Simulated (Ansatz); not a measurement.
Molecular dynamics of C2H7NOSi

The run: molecular dynamics of C2H7NOSi. Method and program: RKS PBE0-D4/STO-3G (Ansatz 0.2.0).

One setting was made poor on purpose. It belongs to a series of runs on one base structure; here: dynamics from the start. Figures and captions count atoms from 1; the log counts them from 0 in places.

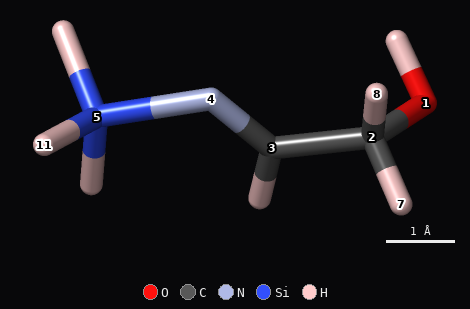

Figure 1. The starting structure (stick view, seen at a tilt; atoms are numbered from 1 in the order of the input). Bond lengths as drawn: C–C 1.55 Å, C–H 1.11 Å, C–N 1.30 Å, C–O 1.46 Å, H–O 1.02 Å, H–Si 1.44 to 1.45 Å and N–Si 1.81 Å.

**Input**
```yaml
crystal:
  periodic: [false, false, false]
  atoms:
    - { symbol: O, position_ang: [-0.55312, 2.381918, 1.18688] }
    - { symbol: C, position_ang: [0.580767, 1.509513, 0.895672] }
    - { symbol: C, position_ang: [0.212958, 0.393489, -0.110384] }
    - { symbol: "N", position_ang: [0.22038, -0.84913, 0.261737] }
    - { symbol: Si, position_ang: [-0.268563, -2.048152, -1.00545] }
    - { symbol: H, position_ang: [-1.20485, 1.724112, 1.617173] }
    - { symbol: H, position_ang: [1.359033, 2.162437, 0.454631] }
    - { symbol: H, position_ang: [0.998713, 1.03179, 1.807005] }
    - { symbol: H, position_ang: [-0.085956, 0.775381, -1.111648] }
    - { symbol: H, position_ang: [-0.614145, -1.405465, -2.256077] }
    - { symbol: H, position_ang: [0.838613, -2.952626, -1.206002] }
    - { symbol: H, position_ang: [-1.406831, -2.778167, -0.499536] }
basis:
  gaussian: { orbitals: STO-3G }
hamiltonian:
  xc: pbe0
  dispersion: d4
md:
  timestep: 2.5
  n_steps: 40
  ensemble: nvt_nose_hoover
  temperature: 300.0
  initial_velocities: maxwell_boltzmann
  seed: 500799
```

Run on 1 thread of Intel Xeon @ 2.90GHz (Ice Lake), 64 GiB of memory available, shared host.

Launched with:
```bash
ansatz run input.yaml --threads 1 --pin off --max-ram 2048MiB --backend cpu --events-out ev --progress --plain --runs-dir out
```

**The program's output**
```
Engine: ansatz 0.2.0, x86_64-unknown-linux-gnu
Functional definition: PBE0
  parameter a = 0.25
  parameter kappa = 0.804
  parameter beta = 0.06672455060314922
  exchange = (1 - a)*pbe_x(kappa = kappa, mu = beta*pi^2/3) + a*exact_x
  correlation = pbe_c(beta = beta)
527 factors; integrals over basis functions are off by at most 9.7e-6 eV
mean field evaluation 1: about -13424.5788 eV, gradient 3.0e1 eV
mean field evaluation 2: about -13420.9643 eV, gradient 4.9e1 eV
mean field evaluation 4: about -13427.3699 eV, gradient 1.6e0 eV
mean field evaluation 8: about -13427.3308 eV, gradient 5.6e-2 eV
mean field -13427.33084380 eV, -493.4453071380 hartree, gradient 1.1e-5 eV, S^2 0.000000; 0 other end points of the search recorded, 0 dependent functions left out
the calculation of the forces begins
reference -13427.33086225 eV, -493.4453078159 hartree; 24, 24 occupied and 12, 12 virtual orbitals, 527 factors
md step     0: t =     0.00 fs  T =   300.0 K  F+E_penalty+E_count = -13427.51618321 eV  E_kin = 0.387780 eV  conserved = -13427.12840321 eV  (24 SCF iters)
these checks for a lower state are left out or cut short: starts, cluster_reference, orbital_swaps, neighbouring_geometries, increment
527 factors; integrals over basis functions are off by at most 9.8e-6 eV
mean field evaluation 16: about -13426.9287 eV, gradient 3.8e0 eV
mean field -13426.94582124 eV, -493.4311578199 hartree, gradient 1.2e-5 eV, S^2 0.000000; 0 other end points of the search recorded, 0 dependent functions left out
[... from here on the field's lines of each further geometry are left out, up to the last ...]
md step     1: t =     2.50 fs  T =   190.3 K  F+E_penalty+E_count = -13427.13100134 eV  E_kin = 0.246012 eV  conserved = -13426.88500377 eV  (26 SCF iters, 5 dispersion substeps)
md step     2: t =     5.00 fs  T =   147.9 K  F+E_penalty+E_count = -13426.90883097 eV  E_kin = 0.191217 eV  conserved = -13426.71772954 eV  (27 SCF iters, 5 dispersion substeps)
md step     3: t =     7.50 fs  T =   235.4 K  F+E_penalty+E_count = -13427.16451458 eV  E_kin = 0.304230 eV  conserved = -13426.86066541 eV  (28 SCF iters, 5 dispersion substeps)
md step     4: t =    10.00 fs  T =   424.5 K  F+E_penalty+E_count = -13426.40710421 eV  E_kin = 0.548752 eV  conserved = -13425.85926905 eV  (27 SCF iters, 5 dispersion substeps)
md step     5: t =    12.50 fs  T =  1142.6 K  F+E_penalty+E_count = -13424.95099822 eV  E_kin = 1.476927 eV  conserved = -13423.47523301 eV  (35 SCF iters, 5 dispersion substeps)
md step     6: t =    15.00 fs  T =   117.1 K  F+E_penalty+E_count = -13423.59851380 eV  E_kin = 0.151376 eV  conserved = -13423.44679309 eV  (30 SCF iters, 11 dispersion substeps)
md step     7: t =    17.50 fs  T =  1417.5 K  F+E_penalty+E_count = -13425.33170439 eV  E_kin = 1.832298 eV  conserved = -13423.49607742 eV  (30 SCF iters, 11 dispersion substeps)
md step     8: t =    20.00 fs  T =   693.7 K  F+E_penalty+E_count = -13424.16448708 eV  E_kin = 0.896733 eV  conserved = -13423.25632241 eV  (32 SCF iters, 11 dispersion substeps)
md step     9: t =    22.50 fs  T =  7825.5 K  F+E_penalty+E_count = -13421.57648951 eV  E_kin = 10.115286 eV  conserved = -13411.36417290 eV  (47 SCF iters, 11 dispersion substeps)
md step    10: t =    25.00 fs  T =  5319.6 K  F+E_penalty+E_count = -13419.10301895 eV  E_kin = 6.876118 eV  conserved = -13411.81365828 eV  (43 SCF iters, 25 dispersion substeps)
md step    11: t =    27.50 fs  T =  4623.9 K  F+E_penalty+E_count = -13418.72134011 eV  E_kin = 5.976865 eV  conserved = -13411.94845385 eV  (46 SCF iters, 25 dispersion substeps)
md step    12: t =    30.00 fs  T =  4218.8 K  F+E_penalty+E_count = -13418.72677397 eV  E_kin = 5.453192 eV  conserved = -13412.04640113 eV  (36 SCF iters, 25 dispersion substeps)
md step    13: t =    32.50 fs  T =  3765.6 K  F+E_penalty+E_count = -13418.53669396 eV  E_kin = 4.867392 eV  conserved = -13412.00141867 eV  (42 SCF iters, 25 dispersion substeps)
md step    14: t =    35.00 fs  T =  3414.9 K  F+E_penalty+E_count = -13418.53158809 eV  E_kin = 4.414133 eV  conserved = -13412.03891377 eV  (87 SCF iters, 25 dispersion substeps)
md step    15: t =    37.50 fs  T =  3106.2 K  F+E_penalty+E_count = -13418.41564975 eV  E_kin = 4.015134 eV  conserved = -13411.96208155 eV  (42 SCF iters, 25 dispersion substeps)
md step    16: t =    40.00 fs  T =  2951.2 K  F+E_penalty+E_count = -13418.55767366 eV  E_kin = 3.814731 eV  conserved = -13411.99700030 eV  (51 SCF iters, 25 dispersion substeps)
md step    17: t =    42.50 fs  T =  2727.0 K  F+E_penalty+E_count = -13418.50635367 eV  E_kin = 3.524939 eV  conserved = -13411.97475632 eV  (42 SCF iters, 25 dispersion substeps)
md step    18: t =    45.00 fs  T =  2525.0 K  F+E_penalty+E_count = -13418.48648227 eV  E_kin = 3.263854 eV  conserved = -13411.99679058 eV  (44 SCF iters, 25 dispersion substeps)
md step    19: t =    47.50 fs  T =  2340.8 K  F+E_penalty+E_count = -13418.47661388 eV  E_kin = 3.025670 eV  conserved = -13412.03667791 eV  (47 SCF iters, 25 dispersion substeps)
md step    20: t =    50.00 fs  T =  2191.9 K  F+E_penalty+E_count = -13418.43138282 eV  E_kin = 2.833277 eV  conserved = -13412.01659363 eV  (48 SCF iters, 25 dispersion substeps)
md step    21: t =    52.50 fs  T =  2081.0 K  F+E_penalty+E_count = -13418.47167389 eV  E_kin = 2.689884 eV  conserved = -13412.04621305 eV  (48 SCF iters, 25 dispersion substeps)
md step    22: t =    55.00 fs  T =  1954.8 K  F+E_penalty+E_count = -13418.39886516 eV  E_kin = 2.526745 eV  conserved = -13411.99148792 eV  (57 SCF iters, 25 dispersion substeps)
md step    23: t =    57.50 fs  T =  1873.8 K  F+E_penalty+E_count = -13418.44339794 eV  E_kin = 2.422102 eV  conserved = -13412.00178000 eV  (52 SCF iters, 25 dispersion substeps)
md step    24: t =    60.00 fs  T =  1766.8 K  F+E_penalty+E_count = -13418.43640963 eV  E_kin = 2.283829 eV  conserved = -13411.99879956 eV  (42 SCF iters, 25 dispersion substeps)
md step    25: t =    62.50 fs  T =  1661.3 K  F+E_penalty+E_count = -13418.43605781 eV  E_kin = 2.147447 eV  conserved = -13412.00608351 eV  (43 SCF iters, 25 dispersion substeps)
md step    26: t =    65.00 fs  T =  1566.9 K  F+E_penalty+E_count = -13418.47472109 eV  E_kin = 2.025397 eV  conserved = -13412.04356230 eV  (44 SCF iters, 25 dispersion substeps)
md step    27: t =    67.50 fs  T =  1477.4 K  F+E_penalty+E_count = -13418.46125320 eV  E_kin = 1.909703 eV  conserved = -13412.02806185 eV  (40 SCF iters, 25 dispersion substeps)
md step    28: t =    70.00 fs  T =  1396.9 K  F+E_penalty+E_count = -13418.49016375 eV  E_kin = 1.805588 eV  conserved = -13412.04895385 eV  (39 SCF iters, 25 dispersion substeps)
md step    29: t =    72.50 fs  T =  1290.3 K  F+E_penalty+E_count = -13418.41618639 eV  E_kin = 1.667817 eV  conserved = -13412.00748547 eV  (41 SCF iters, 25 dispersion substeps)
md step    30: t =    75.00 fs  T =  1204.3 K  F+E_penalty+E_count = -13418.40864699 eV  E_kin = 1.556729 eV  conserved = -13412.01344376 eV  (39 SCF iters, 25 dispersion substeps)
md step    31: t =    77.50 fs  T =  1145.1 K  F+E_penalty+E_count = -13418.42542905 eV  E_kin = 1.480136 eV  conserved = -13412.01542984 eV  (44 SCF iters, 25 dispersion substeps)
md step    32: t =    80.00 fs  T =  1087.9 K  F+E_penalty+E_count = -13418.44178813 eV  E_kin = 1.406248 eV  conserved = -13412.01954421 eV  (51 SCF iters, 25 dispersion substeps)
md step    33: t =    82.50 fs  T =  1025.4 K  F+E_penalty+E_count = -13418.47309199 eV  E_kin = 1.325434 eV  conserved = -13412.05099986 eV  (47 SCF iters, 27 dispersion substeps)
md step    34: t =    85.00 fs  T =   955.0 K  F+E_penalty+E_count = -13418.43496129 eV  E_kin = 1.234377 eV  conserved = -13412.02929889 eV  (49 SCF iters, 27 dispersion substeps)
md step    35: t =    87.50 fs  T =   923.6 K  F+E_penalty+E_count = -13418.48208732 eV  E_kin = 1.193818 eV  conserved = -13412.04722345 eV  (49 SCF iters, 27 dispersion substeps)
md step    36: t =    90.00 fs  T =   890.7 K  F+E_penalty+E_count = -13418.48321614 eV  E_kin = 1.151330 eV  conserved = -13412.02446083 eV  (43 SCF iters, 27 dispersion substeps)
md step    37: t =    92.50 fs  T =   828.1 K  F+E_penalty+E_count = -13418.46247452 eV  E_kin = 1.070351 eV  conserved = -13412.02275460 eV  (44 SCF iters, 27 dispersion substeps)
md step    38: t =    95.00 fs  T =   765.2 K  F+E_penalty+E_count = -13418.44143816 eV  E_kin = 0.989063 eV  conserved = -13412.02653630 eV  (37 SCF iters, 27 dispersion substeps)
md step    39: t =    97.50 fs  T =   706.5 K  F+E_penalty+E_count = -13418.40830977 eV  E_kin = 0.913227 eV  conserved = -13412.01804637 eV  (37 SCF iters, 27 dispersion substeps)
the calculation of the forces begins
reference -13418.31892341 eV, -493.1141251721 hartree; 24, 24 occupied and 12, 12 virtual orbitals, 518 factors
518 factors; integrals over basis functions are off by at most 3.3e-5 eV
mean field evaluation 480: about -13414.0165 eV, gradient 3.1e1 eV
mean field -13418.31890187 eV, -493.1141243804 hartree, gradient 7.4e-6 eV, S^2 0.000000; 3 other end points of the search recorded, 0 dependent functions left out
the calculation of the forces begins
reference -13418.31892341 eV, -493.1141251721 hartree; 24, 24 occupied and 12, 12 virtual orbitals, 518 factors
md step    40: t =   100.00 fs  T =   701.6 K  F+E_penalty+E_count = -13418.48945340 eV  E_kin = 0.906892 eV  conserved = -13412.05749269 eV  (112 SCF iters, 27 dispersion substeps)
```

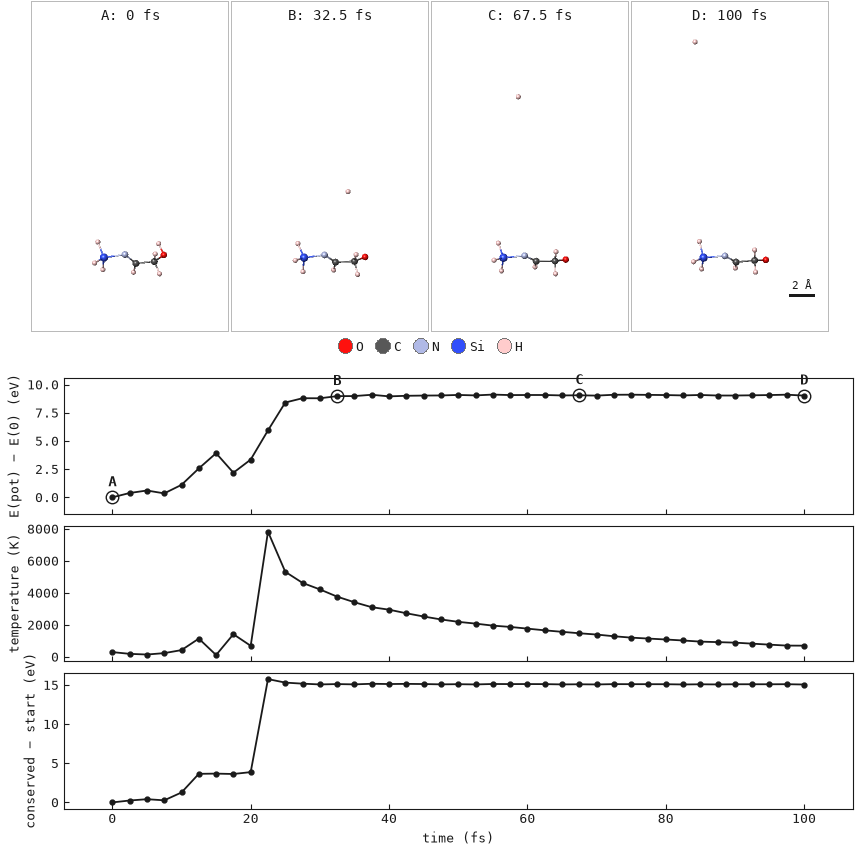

Figure 2. Frames of the molecular dynamics (ball-and-stick, seen at a tilt) above the curves, on which the letters mark them. The trajectory kept here has 41 frames over 100 fs. The temperature starts at 300 K, ranges from 117 to 7826 K and averages 1309 K over the second half. The potential energy ends 9.027 eV above its first value. The conserved quantity stays within 16 eV. After an unweighted best fit of the last frame on the first, the root-mean-square displacement is 4.53 Å, and H6 has moved furthest (14.44 Å).

```
Total energy: -13418.48947495 eV, -493.1203928254 hartree
Atom 0 at     0.028411     2.802502     0.628442 Å, force     0.265615    -0.528519     0.305576 eV/Å
Atom 1 at     0.674128     1.577854     0.850652 Å, force     0.146178     0.066213    -0.407948 eV/Å
Atom 2 at     0.178359     0.475799    -0.217982 Å, force     0.089521    -0.083483     1.090438 eV/Å
Atom 3 at     0.231598    -0.743078     0.185252 Å, force     0.065305    -0.138818    -0.649868 eV/Å
Atom 4 at    -0.257729    -2.067502    -0.963601 Å, force    -1.485317     0.903437    -0.015223 eV/Å
Atom 5 at   -11.319722    -7.312485    11.815624 Å, force     0.003143     0.002571    -0.003126 eV/Å
Atom 6 at     1.780236     1.615880     0.604267 Å, force    -0.347747     0.233956     0.143465 eV/Å
Atom 7 at     0.582259     1.103866     1.870652 Å, force    -0.090757     0.333866    -0.417900 eV/Å
Atom 8 at    -0.177165     0.924298    -1.168259 Å, force     0.105546    -0.172910    -0.215257 eV/Å
Atom 9 at    -0.407451    -1.568039    -2.318396 Å, force     0.305027    -0.051651     0.061805 eV/Å
Atom 10 at     0.637427    -3.161593    -0.877773 Å, force     0.567614    -0.459321     0.076356 eV/Å
Atom 11 at    -1.599026    -2.449640    -0.541658 Å, force     0.375873    -0.105342     0.031683 eV/Å
Dipole moment:     0.421350    -0.181571    -0.714752 e Å
```

**Trajectory as extended XYZ (Å, eV, eV/Å), 8 of the 41 frames kept, from step=0 to step=40**
```
12
Properties=species:S:1:pos:R:3:forces:R:3 step=0 time_fs=0.0 energy=-13427.51618 temperature=300.0
O    -0.5531    2.3819    1.1869   -0.0006   0.0017   0.0003
C     0.5808    1.5095    0.8957   -0.0003  -0.0023  -0.0011
C     0.2130    0.3935   -0.1104   -0.0190   0.0076   0.0108
N     0.2204   -0.8491    0.2617    0.0183  -0.0062  -0.0045
Si   -0.2686   -2.0482   -1.0054   -0.0147   0.0010   0.0053
H    -1.2048    1.7241    1.6172    0.0006  -0.0004  -0.0001
H     1.3590    2.1624    0.4546   -0.0001  -0.0003   0.0000
H     0.9987    1.0318    1.8070    0.0005   0.0002  -0.0003
H    -0.0860    0.7754   -1.1116    0.0102  -0.0007  -0.0074
H    -0.6141   -1.4055   -2.2561    0.0032  -0.0002  -0.0019
H     0.8386   -2.9526   -1.2060    0.0009   0.0027   0.0001
H    -1.4068   -2.7782   -0.4995    0.0009  -0.0031  -0.0012
12
Properties=species:S:1:pos:R:3:forces:R:3 step=6 time_fs=15.0 energy=-13423.59851 temperature=117.1
O    -0.5254    2.4109    1.1587   -3.3834  -3.9910   4.3402
C     0.5667    1.4820    0.8800    1.2196   0.7301   0.2022
C     0.1556    0.3911   -0.1025   -0.3782   0.4448  -2.5833
N     0.2286   -0.8391    0.2782    0.1971  -0.9987  -0.1942
Si   -0.2510   -2.0410   -1.0082    1.0946  -0.8032  -0.1670
H    -1.4137    1.4098    2.1437    3.2522   3.9913  -3.8865
H     1.4074    2.1042    0.4778   -0.5262   0.0130  -0.5020
H     1.0719    1.0045    1.7555   -0.7731  -0.0154   0.0789
H    -0.1892    0.7328   -1.1858    0.6770  -0.3249   2.2483
H    -0.4765   -1.3733   -2.2785    0.0465  -0.0743   0.0904
H     0.7608   -3.1534   -1.1809   -0.9255   1.3287   0.3021
H    -1.4686   -2.6105   -0.5375   -0.5006  -0.3006   0.0708
12
Properties=species:S:1:pos:R:3:forces:R:3 step=11 time_fs=27.5 energy=-13418.72134 temperature=4623.9
O    -0.4394    2.4929    1.1048   -0.0732  -0.8415   0.0902
C     0.5677    1.4988    0.8653   -0.4869   1.1778  -0.1223
C     0.1490    0.3692   -0.1131    0.9043  -1.4837   3.2493
N     0.2490   -0.8756    0.2567   -0.0389   1.3747  -0.0053
Si   -0.2587   -2.0351   -1.0046    1.0842  -1.3400  -0.5055
H    -2.7441    0.3800    3.4001    0.1394   0.1239  -0.1503
H     1.3301    2.1042    0.2959    0.3922  -0.5045   0.4205
H     0.9673    1.0363    1.7887    0.4315   0.0808   0.0758
H    -0.2469    0.7778   -0.9841   -1.1850   0.8527  -2.9962
H    -0.2595   -1.3902   -2.3057   -0.2721  -0.1064   0.0900
H     0.8091   -3.0695   -1.0006   -0.8679   0.5970  -0.0649
H    -1.5295   -2.6209   -0.6438   -0.0277   0.0692  -0.0813
12
Properties=species:S:1:pos:R:3:forces:R:3 step=17 time_fs=42.5 energy=-13418.50635 temperature=2727.0
O    -0.3009    2.6375    0.9685    0.4304  -0.7217  -0.1666
C     0.6145    1.5631    0.8664   -0.5626   0.1840  -0.8005
C     0.1066    0.3731   -0.0874   -0.5917   0.5734  -1.8539
N     0.2659   -0.8578    0.2512   -0.3040   0.0372  -0.0579
Si   -0.2507   -2.0642   -1.0171   -1.7466   1.0570   0.0534
H    -5.2665   -1.8771    5.8767    0.0157   0.0122  -0.0160
H     1.5345    1.8610    0.2755   -0.1281   0.0825   0.6217
H     0.8817    1.0837    1.8322    0.3115   0.0229   0.0416
H    -0.2935    0.7228   -1.1369    0.6455  -0.2067   1.9624
H    -0.2769   -1.4499   -2.3338    0.1247  -0.0340   0.1588
H     0.6477   -3.1175   -0.9641    1.1263  -1.2828   0.0030
H    -1.6110   -2.5521   -0.7318    0.6787   0.2760   0.0539
12
Properties=species:S:1:pos:R:3:forces:R:3 step=23 time_fs=57.5 energy=-13418.44340 temperature=1873.8
O    -0.1802    2.7025    0.8476   -0.3964   0.4290  -0.1106
C     0.6401    1.5807    0.8456    0.0606  -0.5423   1.2441
C     0.0989    0.4228   -0.0773   -0.6755  -0.0213  -1.9574
N     0.2480   -0.8208    0.2327    0.3434  -0.1011  -0.3416
Si   -0.2491   -2.0876   -1.0202    0.7617   0.4076   0.7540
H    -7.2749   -3.6786    7.8476    0.0079   0.0063  -0.0079
H     1.6516    1.8444    0.4823    0.4203   0.1459  -0.8041
H     0.8686    1.1663    1.8637   -0.3746  -0.2016  -0.0945
H    -0.4061    0.8296   -1.0497    0.8910  -0.5043   1.4770
H    -0.2138   -1.4832   -2.3227   -0.1084   0.0458  -0.2860
H     0.6330   -3.2636   -0.9952   -0.3057   0.6636   0.1749
H    -1.5675   -2.4374   -0.6198   -0.6243  -0.3278  -0.0479
12
Properties=species:S:1:pos:R:3:forces:R:3 step=29 time_fs=72.5 energy=-13418.41619 temperature=1290.3
O    -0.0940    2.7563    0.7392    0.5226  -0.8805   0.4647
C     0.6622    1.5761    0.8784    0.3516  -0.1947  -0.7791
C     0.1004    0.4331   -0.1198    1.2842  -0.8328   2.5317
N     0.2583   -0.8085    0.1755   -0.3555   0.9585   0.1896
Si   -0.2591   -2.0638   -0.9895    0.5368  -1.0182  -0.4004
H    -8.9490   -5.1817    9.4901    0.0051   0.0041  -0.0051
H     1.7074    1.6772    0.4366   -0.4666   0.2917   0.2367
H     0.8093    1.1024    1.8858   -0.4008   0.4063  -0.1083
H    -0.2981    0.9027   -0.9775   -1.0401   0.7245  -2.2089
H    -0.2365   -1.5905   -2.3618    0.0798   0.0292   0.1317
H     0.7304   -3.1304   -0.7800   -0.5285   0.3894  -0.2810
H    -1.5878   -2.5591   -0.7114    0.0114   0.1224   0.2284
12
Properties=species:S:1:pos:R:3:forces:R:3 step=34 time_fs=85.0 energy=-13418.43496 temperature=955.0
O    -0.0241    2.7649    0.6871   -0.3288   0.4836  -0.2629
C     0.6762    1.5647    0.8431   -0.8452   0.6614   0.4984
C     0.1261    0.4611   -0.1322   -0.4500   0.6974  -2.4703
N     0.2478   -0.7670    0.1624   -0.0095  -0.8869   0.6199
Si   -0.2625   -2.0627   -0.9774   -0.0387  -0.1157   0.0206
H   -10.1234   -6.2370   10.6422    0.0039   0.0032  -0.0040
H     1.7379    1.7286    0.5623    0.4612  -0.3053   0.0270
H     0.5791    1.1779    1.8826    0.5247  -0.3992   0.0026
H    -0.2918    0.8582   -1.1458    0.6385  -0.2098   1.6108
H    -0.1910   -1.5958   -2.3569   -0.3050  -0.0448   0.2514
H     0.7030   -3.1176   -0.8114    0.0215  -0.1092   0.0100
H    -1.5789   -2.5335   -0.5494    0.3274   0.2253  -0.3034
12
Properties=species:S:1:pos:R:3:forces:R:3 step=40 time_fs=100.0 energy=-13418.48945 temperature=701.6
O     0.0284    2.8025    0.6284    0.2656  -0.5285   0.3056
C     0.6741    1.5779    0.8507    0.1462   0.0662  -0.4079
C     0.1784    0.4758   -0.2180    0.0895  -0.0835   1.0904
N     0.2316   -0.7431    0.1853    0.0653  -0.1388  -0.6499
Si   -0.2577   -2.0675   -0.9636   -1.4853   0.9034  -0.0152
H   -11.3197   -7.3125   11.8156    0.0031   0.0026  -0.0031
H     1.7802    1.6159    0.6043   -0.3477   0.2340   0.1435
H     0.5823    1.1039    1.8707   -0.0908   0.3339  -0.4179
H    -0.1772    0.9243   -1.1683    0.1055  -0.1729  -0.2153
H    -0.4075   -1.5680   -2.3184    0.3050  -0.0517   0.0618
H     0.6374   -3.1616   -0.8778    0.5676  -0.4593   0.0764
H    -1.5990   -2.4496   -0.5417    0.3759  -0.1053   0.0317
```

**Key numbers**

```tsv
quantity	value
outcome	finished
mean temperature over the second half	1309 K
trajectory	40 steps, 100 fs
ensemble	nvt_nose_hoover
temperature in the input	300.0 K
time step	2.5 fs
potential energy (last step)	−13418.4895 eV
mean-field energy (last step)	−13418.3189 eV
largest force (length of the vector) (last step)	1.739 eV/Å
wall time	80 s
peak memory	0.12 GiB
```

A deliberately poor setting: time step. So short a trajectory is not equilibrated. The temperature stays far from the 300 K of the thermostat over the second half: the run isn't equilibrated.
